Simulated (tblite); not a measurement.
# F3H3NOSi2: the cost of one run

Computed with tblite 0.8.0 and PySCF 2.14.0; each step states its level. No surroundings beyond the atoms listed, unless a continuum is named. Atoms count from 0, parts from 1.

### 1 The system as given

10 atoms, charge 0, multiplicity 2; geometry: distance geometry start.

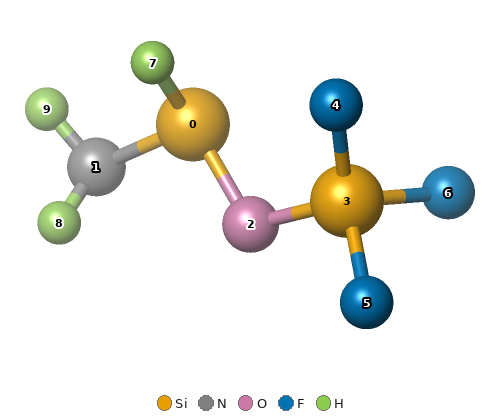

The starting geometry (silicon amber, nitrogen grey, oxygen pink, fluorine blue, hydrogen green), atoms numbered.

### 2 Relaxing the cluster with GFN2-xTB

The job: settings as JSON, then the geometry in Å.

```
{"job": {"kind": "relax", "xc": "GFN2-xTB", "basis": "xTB"}, "charge": 0, "multiplicity": 2}
Si    -0.872464    -0.011360    -0.636575
N     -2.248780    -1.046033    -0.110830
O      0.480606    -0.480645     0.279221
Si     1.894020     0.300254    -0.116971
F      1.735056     1.926902    -0.486494
F      2.924902     0.137625     1.235035
F      2.696228    -0.564825    -1.362537
H     -1.225110     1.402910    -0.457355
H     -2.267098    -1.077622     0.936224
H     -3.124190    -0.537377    -0.397639
```

Level: GFN2-xTB geometry optimisation, gas phase.

Command:

```bash
$ OMP_NUM_THREADS=1 python cluster_run.py task.json out
```

The driver reads the jobs from task.json and runs them one after another.

Q: Estimate the wall time of this first job on 1 thread of Arm Neoverse V1, shared host.

About 1.7 s.
